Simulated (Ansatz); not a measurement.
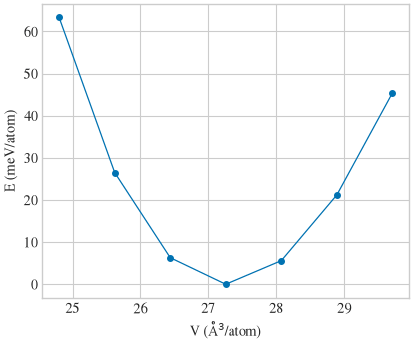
Figure. LaSe (rock salt, Fm-3m) under volume change, the program Ansatz at the PBEsol level (PAW), scaled uniformly.

### Question
What does a third-order Birch–Murnaghan fit give for V₀, B₀ and B′?

### Answer
V₀ = 27.26 Å³/atom, B₀ = 77.2 GPa, B′ = 4.5.

The workflow started from an entry of the Crystallography Open Database (COD). Whether it is the stable phase at ambient conditions was not checked. The cell was relaxed with PBEsol under the symmetry of its start; its stability against distortions is not shown here. Spin–orbit coupling is left out wherever it is not named.

Potentials: the later of the program's two PAW sets.
